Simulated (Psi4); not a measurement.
MnF2: excited-state calculation (part 2 of 2)

Continued. System: MnF2, multiplicity 6, SMILES [F][Mn][F]. Method: TDDFT (revB3LYP)/6-31G**, UKS (Psi4 1.11). The geometry comes from this level: GFN2-xTB.

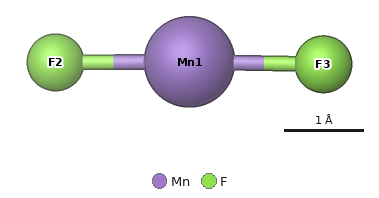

**Figure 1.** The input geometry (ball-and-stick view, seen on its broad side; atoms are numbered from 1 in the order of the input). Sticks mark near contacts.

**The program's output, continued**
```
******************************************************************************************
**********                               WARNING                                **********
**********       The names of excited state variables changed between 1.5       **********
**********     and 1.6. For a quick solution, remove the symmetry specifier     **********
**********   from the variable name. For full details, see 'Notes on Psivars'   **********
**********                        in the documentation.                         **********
******************************************************************************************

         ---------------------------------------------------------
                         TDSCF excitation energies
         ---------------------------------------------------------

  ==> Options <==

     Residual threshold  : 1.0000e-04
     Initial guess       : denominators
     Reference           : UHF
     Solver type         : RPA (Hamiltonian)

  ==> Requested Excitations <==

      10 singlet states with A symmetry

  ==> Seeking the lowest 10 singlet states with A symmetry

                        Generalized Hamiltonian Solver

  ==> Options <==

    Max number of iterations        = 60
    Eigenvector tolerance           = 1.0000e-04
    Max number of expansion vectors = 2000

  => Iterations <=
                              Max[D[value]]     Max[|R|]   # vectors
  HamiltonianSolver iter   1:   2.24958e-01  1.04173e-01     40
  HamiltonianSolver iter   2:   6.74086e-03  2.64462e-02     60
  HamiltonianSolver iter   3:   9.12863e-04  2.48991e-01     80
  HamiltonianSolver iter   4:   7.45863e-03  7.87113e-02    100
  HamiltonianSolver iter   5:   9.85983e-04  1.81665e-02    120
  HamiltonianSolver iter   6:   4.18861e-05  4.71343e-03    140
  HamiltonianSolver iter   7:   2.54430e-06  1.41592e-03    146
  HamiltonianSolver iter   8:   2.18569e-07  4.18927e-04    148
  HamiltonianSolver iter   9:   1.84613e-08  1.03362e-04    150
  HamiltonianSolver iter  10:   8.16206e-10  5.15566e-05    152      Converged

******************************************************************************************
**********                               WARNING                                **********
**********  Length-gauge rotatory strengths are **NOT** gauge-origin invariant  **********
******************************************************************************************

                                    Excitation Energy         Total Energy        Oscillator Strength             Rotatory Strength
     #   Sym: GS->ES (Trans)        au              eV              au          au (length)    au (velocity)    au (length)    au (velocity)
    ---- -------------------- --------------- --------------- --------------- --------------- --------------- --------------- ---------------
     1        A->A (1 A)       0.19058         5.18602        -1350.14339      0.0000          0.0000         -0.0000          0.0000
     2        A->A (1 A)       0.19061         5.18675        -1350.14336      0.0000          0.0000         -0.0000          0.0000
     3        A->A (1 A)       0.20503         5.57902        -1350.12895      0.0015          0.0017         -0.0000         -0.0000
     4        A->A (1 A)       0.20506         5.57991        -1350.12892      0.0018          0.0019         -0.0000         -0.0000
     5        A->A (1 A)       0.20888         5.68391        -1350.12509      0.0014          0.0015          0.0000          0.0000
     6        A->A (1 A)       0.21271         5.78807        -1350.12127      0.0001          0.0003         -0.0000         -0.0000
     7        A->A (1 A)       0.21429         5.83122        -1350.11968      0.0000          0.0000         -0.0000         -0.0000
     8        A->A (1 A)       0.21439         5.83383        -1350.11958      0.0000          0.0000          0.0000          0.0000
     9        A->A (1 A)       0.22185         6.03677        -1350.11213      0.0000          0.0000         -0.0000         -0.0000
     10       A->A (1 A)       0.22185         6.03680        -1350.11212      0.0000          0.0000         -0.0000         -0.0000

Contributing excitations and de-excitations
Only contributions with abs(coeff) > 1.00e-01 will be printed:

Excited State    1 (1 A):   0.19058 au   239.07 nm f = 0.0000
Alpha orbitals:
  Sums of squares: Xssq =  9.980248e-01; Yssq =  2.478724e-04; Xssq - Yssq =  9.977769e-01
     23a (a) ->  25a (a)   -0.979114 (95.866%)
     23a (a) ->  29a (a)   -0.145952 ( 2.130%)
Beta orbitals:
  Sums of squares: Xssq =  2.316391e-03; Yssq =  9.327501e-05; Xssq - Yssq =  2.223116e-03

Excited State    2 (1 A):   0.19061 au   239.04 nm f = 0.0000
Alpha orbitals:
  Sums of squares: Xssq =  9.980237e-01; Yssq =  2.477794e-04; Xssq - Yssq =  9.977759e-01
     22a (a) ->  25a (a)    0.979142 (95.872%)
     22a (a) ->  29a (a)    0.146004 ( 2.132%)
Beta orbitals:
  Sums of squares: Xssq =  2.316808e-03; Yssq =  9.268452e-05; Xssq - Yssq =  2.224123e-03

Excited State    3 (1 A):   0.20503 au   222.23 nm f = 0.0015
Alpha orbitals:
  Sums of squares: Xssq =  7.951321e-02; Yssq =  1.891389e-04; Xssq - Yssq =  7.932407e-02
     24a (a) ->  25a (a)   -0.122767 ( 1.507%)
     24a (a) ->  27a (a)    0.248548 ( 6.178%)
Beta orbitals:
  Sums of squares: Xssq =  9.207069e-01; Yssq =  3.101060e-05; Xssq - Yssq =  9.206759e-01
     18a (b) ->  20a (b)    0.957355 (91.653%)

Excited State    4 (1 A):   0.20506 au   222.20 nm f = 0.0018
Alpha orbitals:
  Sums of squares: Xssq =  6.875802e-02; Yssq =  1.806330e-04; Xssq - Yssq =  6.857739e-02
     24a (a) ->  26a (a)   -0.257233 ( 6.617%)
Beta orbitals:
  Sums of squares: Xssq =  9.314368e-01; Yssq =  1.420827e-05; Xssq - Yssq =  9.314226e-01
     19a (b) ->  20a (b)    0.963097 (92.756%)

Excited State    5 (1 A):   0.20888 au   218.13 nm f = 0.0014
Alpha orbitals:
  Sums of squares: Xssq =  9.487175e-01; Yssq =  1.405894e-03; Xssq - Yssq =  9.473116e-01
     24a (a) ->  25a (a)    0.966231 (93.360%)
Beta orbitals:
  Sums of squares: Xssq =  5.444308e-02; Yssq =  1.754708e-03; Xssq - Yssq =  5.268837e-02
     14a (b) ->  20a (b)   -0.135101 ( 1.825%)
     18a (b) ->  20a (b)    0.110208 ( 1.215%)

Excited State    6 (1 A):   0.21271 au   214.21 nm f = 0.0001
Alpha orbitals:
  Sums of squares: Xssq =  1.152836e-02; Yssq =  9.929014e-05; Xssq - Yssq =  1.142907e-02
Beta orbitals:
  Sums of squares: Xssq =  9.886220e-01; Yssq =  5.108800e-05; Xssq - Yssq =  9.885709e-01
     15a (b) ->  20a (b)   -0.119964 ( 1.439%)
     17a (b) ->  20a (b)    0.984448 (96.914%)

Excited State    7 (1 A):   0.21429 au   212.62 nm f = 0.0000
Alpha orbitals:
  Sums of squares: Xssq =  1.781450e-03; Yssq =  4.596050e-05; Xssq - Yssq =  1.735489e-03
Beta orbitals:
  Sums of squares: Xssq =  9.983300e-01; Yssq =  6.544630e-05; Xssq - Yssq =  9.982645e-01
     16a (b) ->  20a (b)    0.996038 (99.209%)

Excited State    8 (1 A):   0.21439 au   212.53 nm f = 0.0000
Alpha orbitals:
  Sums of squares: Xssq =  2.137271e-03; Yssq =  4.866812e-05; Xssq - Yssq =  2.088603e-03
Beta orbitals:
  Sums of squares: Xssq =  9.979764e-01; Yssq =  6.503852e-05; Xssq - Yssq =  9.979114e-01
     15a (b) ->  20a (b)    0.988768 (97.766%)
     17a (b) ->  20a (b)    0.118757 ( 1.410%)

Excited State    9 (1 A):   0.22185 au   205.38 nm f = 0.0000
Alpha orbitals:
  Sums of squares: Xssq =  9.984320e-01; Yssq =  1.030751e-04; Xssq - Yssq =  9.983289e-01
     22a (a) ->  27a (a)   -0.680955 (46.370%)
     23a (a) ->  26a (a)    0.722747 (52.236%)
Beta orbitals:
  Sums of squares: Xssq =  1.728999e-03; Yssq =  5.791343e-05; Xssq - Yssq =  1.671086e-03

Excited State   10 (1 A):   0.22185 au   205.38 nm f = 0.0000
Alpha orbitals:
  Sums of squares: Xssq =  9.984270e-01; Yssq =  1.031372e-04; Xssq - Yssq =  9.983239e-01
     22a (a) ->  26a (a)    0.706365 (49.895%)
     23a (a) ->  27a (a)    0.697839 (48.698%)
Beta orbitals:
  Sums of squares: Xssq =  1.734137e-03; Yssq =  5.800489e-05; Xssq - Yssq =  1.676132e-03

******************************************************************************************
**********                               WARNING                                **********
**********       The names of excited state variables changed between 1.5       **********
**********     and 1.6. For a quick solution, remove the symmetry specifier     **********
**********   from the variable name. For full details, see 'Notes on Psivars'   **********
**********                        in the documentation.                         **********
******************************************************************************************
```

**Standard output**
```
root 1: 5.1860 eV  f = 0.0000  A
root 2: 5.1867 eV  f = 0.0000  A
root 3: 5.5790 eV  f = 0.0015  A
root 4: 5.5799 eV  f = 0.0018  A
root 5: 5.6839 eV  f = 0.0014  A
root 6: 5.7881 eV  f = 0.0001  A
root 7: 5.8312 eV  f = 0.0000  A
root 8: 5.8338 eV  f = 0.0000  A
root 9: 6.0368 eV  f = 0.0000  A
root 10: 6.0368 eV  f = 0.0000  A
total energy -1350.33397315 hartree = -36744.45897 eV
```

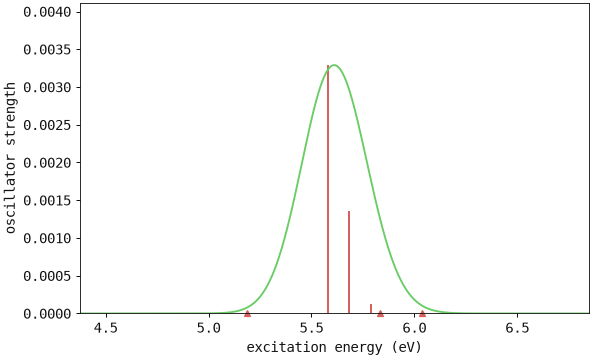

**Figure 2.** Computed excitations as sticks (degenerate states added up, dark ones marked on the axis), with a Gaussian envelope of 0.35 eV full width at half maximum, scaled to the tallest. Of the 10 states the lowest lies at 5.19 eV (f = 0.000); the strongest line is at 5.58 eV, or 222 nm (f = 0.003, summed over 2 states that lie within 0.004 eV).

The run was set up as follows.

**Input (f2mn.py)**
```python
import psi4

psi4.set_memory('1600 MB')
psi4.set_num_threads(1)
psi4.core.set_output_file('output.dat', False)

mol = psi4.geometry("""
0 6
Mn    -0.010940    -0.006290    -0.000170
F     -0.010150    -0.016210     1.705750
F      0.021090     0.022500    -1.705580
units angstrom
symmetry c1
no_reorient
no_com
""")

options = {'basis': '6-31G**', 'reference': 'uks', 'save_jk': True, 'df_scf_guess': False}
psi4.set_options(options)

from psi4.driver.procrouting.response.scf_response import tdscf_excitations
E, wfn = psi4.energy("revb3lyp", return_wfn=True)
states = tdscf_excitations(wfn, states=10, tda=False)
for k, s in enumerate(states, 1):
    print(f"root {k}: {s['EXCITATION ENERGY'] * 27.211386:.4f} eV  f = {s['OSCILLATOR STRENGTH (LEN)']:.4f}  {s['SYMMETRY']}")
print(f'total energy {E:.8f} hartree = {E * 27.211386:.5f} eV')
```

Command:
```bash
python f2mn.py
```

**Summary**

| quantity | value |
| --- | --- |
| outcome | converged |
| total energy | −1350.333973 hartree |
| basis functions | 69 |
| ⟨S²⟩ | 8.759 |
| dipole moment | 0.08 D |
| lowest excitation | 5.19 eV |
| hardware | 1 thread of Intel Xeon (Granite Rapids), 16 GiB of memory available, shared host |
| wall time | 21 s |
| peak memory | 0.35 GiB |

**Notes**

Settings chosen away from the usual ones: df_scf_guess set to false.
